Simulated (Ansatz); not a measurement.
The parent structure is GaSb in the zinc blende structure (space group F-43m, No. 216; a = 6.111 Å).

One thing is altered: the cell is scaled by 0.9839 in all directions; the atoms relax in the strained cell.

The values are results of Ansatz (a program for electronic structure) PBEsol, spin-orbit coupling left out, not measurements.

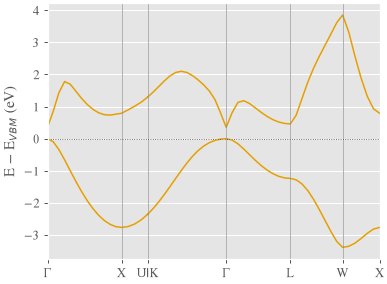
Fig. 1. Highest valence and lowest conduction band along the path of the changed cell's own zone

The gap is 0.35 eV, direct at Γ; the base has zero.

Spin-orbit coupling, missing from the scalar runs, can matter with Sb. Whether these cells are dynamically stable was not tested. The final runs are not spin-polarised. The zero or small gap of GaSb can change with the level of theory.
